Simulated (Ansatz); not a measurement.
## Electronic structure of F$_{2}$H$_{4}$Si$_{2}$···HF in real space

Input file:

```
crystal:
  periodic: [false, false, false]
  atoms:
    - { symbol: Si, position_ang: [-0.476057, 0.092003, -0.369165] }
    - { symbol: F, position_ang: [-0.153988, -0.01434, 2.399263] }
    - { symbol: H, position_ang: [0.515648, 1.170776, -0.149206] }
    - { symbol: F, position_ang: [-0.737077, 0.015401, -1.956069] }
    - { symbol: F, position_ang: [0.187473, -1.326812, 0.04244] }
    - { symbol: Si, position_ang: [-2.43257, 0.22973, 0.746169] }
    - { symbol: H, position_ang: [-3.599522, 0.196167, -0.183104] }
    - { symbol: H, position_ang: [-2.564687, -0.955968, 1.646507] }
    - { symbol: H, position_ang: [-2.515448, 1.464493, 1.568768] }
    - { symbol: H, position_ang: [-0.458671, -0.87145, 2.168698] }
basis:
  gaussian: { orbitals: "6-31G*" }
hamiltonian:
  xc: r2scan
  dispersion: d4
relax:
  f_tol: 0.03
  max_steps: 50
output:
  orbitals: {}
```

Run with:

```sh
ansatz run input.yaml --threads 2 --pin off --max-ram 3072MiB --backend cpu --events-out ev --progress --plain --runs-dir out
```

The fields are those of the run's last geometry, not of the input's.

Level of theory: Ansatz, RKS r2SCAN-D4/6-31G*.

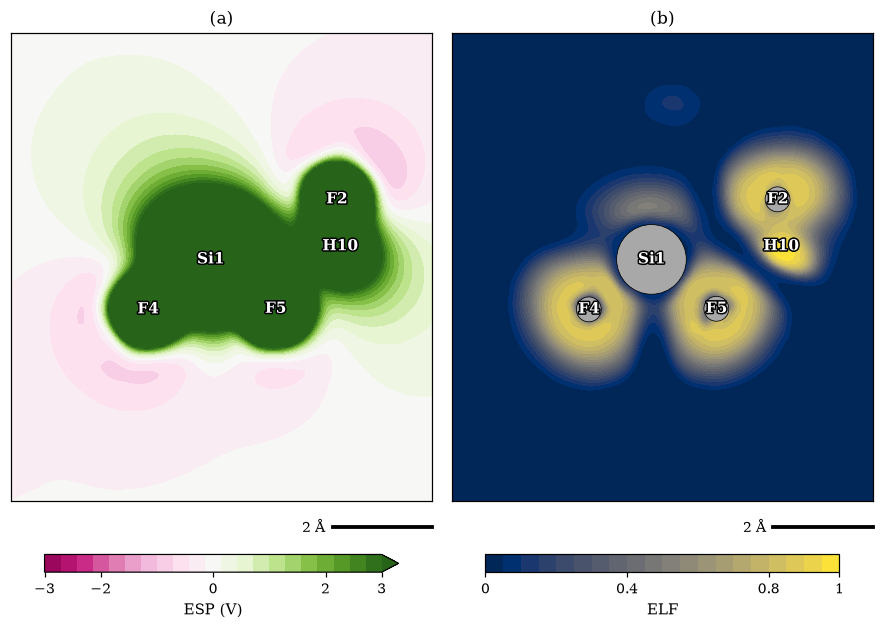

Figure 1. (a) electrostatic potential; (b) ELF on the plane of atoms F4, Si1 and F5. Grey discs cover the atomic cores in the ELF map.

Describe what can be read from this map.

Answer. The plane passes through Si, F and H nuclei.
F5···H10 (1.81 Å): the ELF dips to about 0.10 between them (by its geometry a hydrogen bond between the two molecules, with no shared pair).
Si–F (1.61 Å): the ELF peaks at about 0.85 in the valence shell of F, 0.6 Å from its nucleus, and is about 0.35 at the midpoint.
F–H (0.94 Å): the ELF climbs to about 1 towards the hydrogen, as it does in any bond to H; an ordinary covalent bond to hydrogen.
The ELF also peaks beside F5, F4 and F2, away from the bonds: lone-pair regions.
Outside the dense part of the complex the potential is most negative (−1.0 V) near F2.

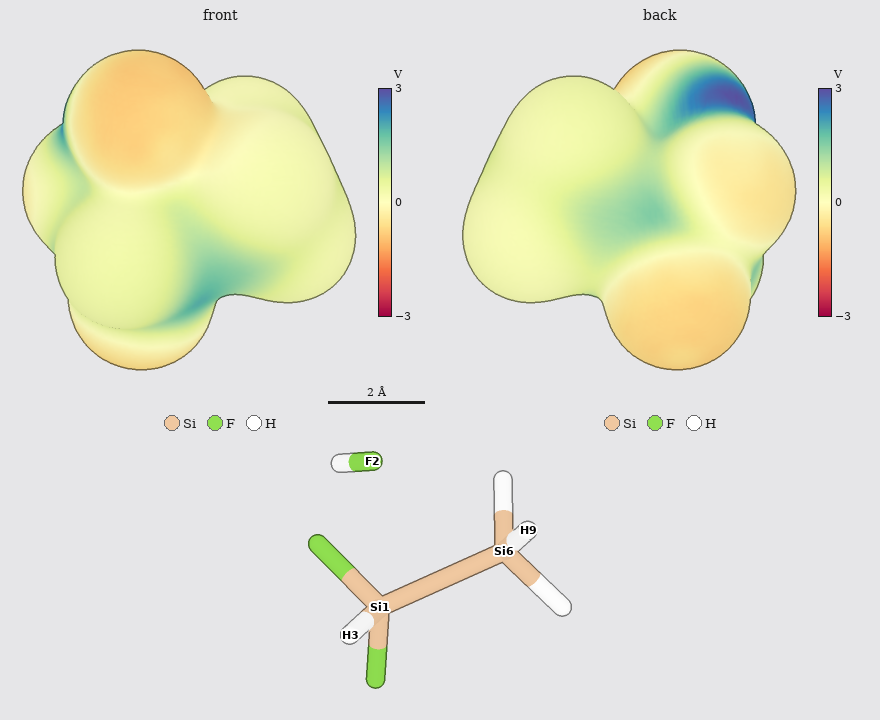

Figure 2. The molecular electrostatic potential painted on the density surface at 0.002 e/bohr³, seen from the front and from behind; red is negative and blue positive. The bare structure is drawn below in the same view.

Which sites attract a positive test charge, and which a negative one?

Answer. A positive charge is drawn to the negative regions and a negative charge to the positive ones. The most negative region (about −0.8 V) lies over F2, the most positive (about +2.8 V) over H10.

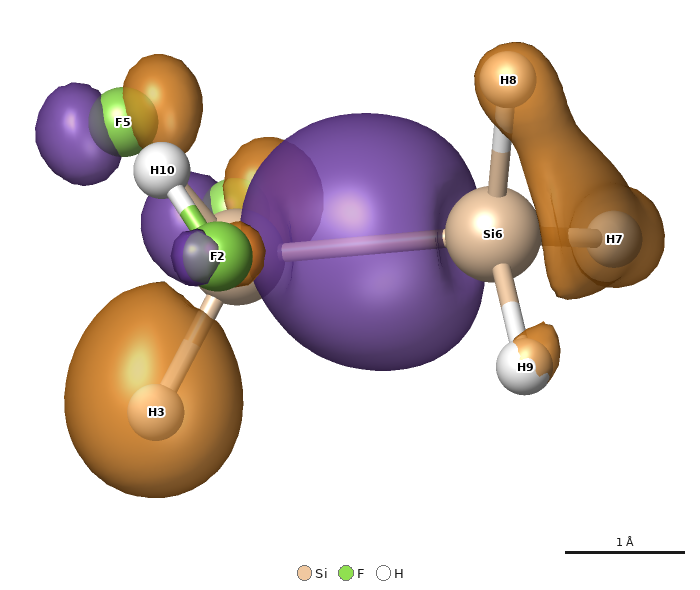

Figure 3. The HOMO at ±0.15 Å⁻³ᐟ² (orange and purple are the two phases), seen from one side.

Where does this orbital lie, and at what energy?

Answer. Its weight (Hirshfeld) is mainly on Si6 (about 30 %), Si1 (about 30 %), H3 (about 15 %), F4 (about 10 %) and F5 (about 5 %). Its energy is −7.62 eV.
